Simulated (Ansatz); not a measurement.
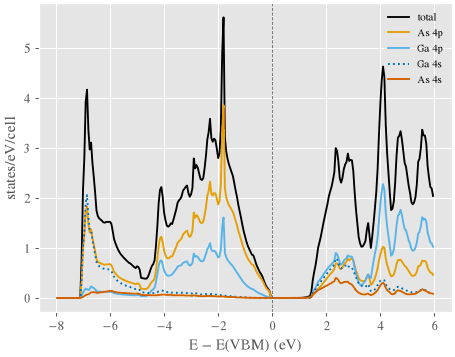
Total and projected density of states of GaAs (wurtzite, space group No. 186), r²SCAN (plane waves, PAW; program Ansatz)

### Question
Which orbitals carry the states next to the gap?

### Answer
Top 1 eV of the valence band: As 4p 78 %, Ga 4p 20 %. Bottom 1 eV of the conduction band: Ga 4p 31 %, Ga 4s 27 %, As 4p 19 %, As 4s 16 %, outside the projected shells 7 %. Projections are on Löwdin-orthogonalised atomic valence shells; empty p or d shells of many metals are not among them.

### Question
Where is the tallest occupied peak in this window, and what makes it?

### Answer
Near -1.8 eV, about 5.6 states/eV per cell; the largest projected share is As 4p.

Space group P6_3mc (wurtzite). The workflow started from a Materials Project entry (that database holds measured and hypothetical structures alike); the Crystallography Open Database copy checked does not list it. It is not the phase usual at ambient conditions (space group No. 216). Symmetry was held in the r²SCAN relaxation; its stability against distortions is not shown here. Scalar-relativistic: spin–orbit coupling is off unless named, which matters more the heavier the elements.

Potentials: the later of the program's two PAW sets.
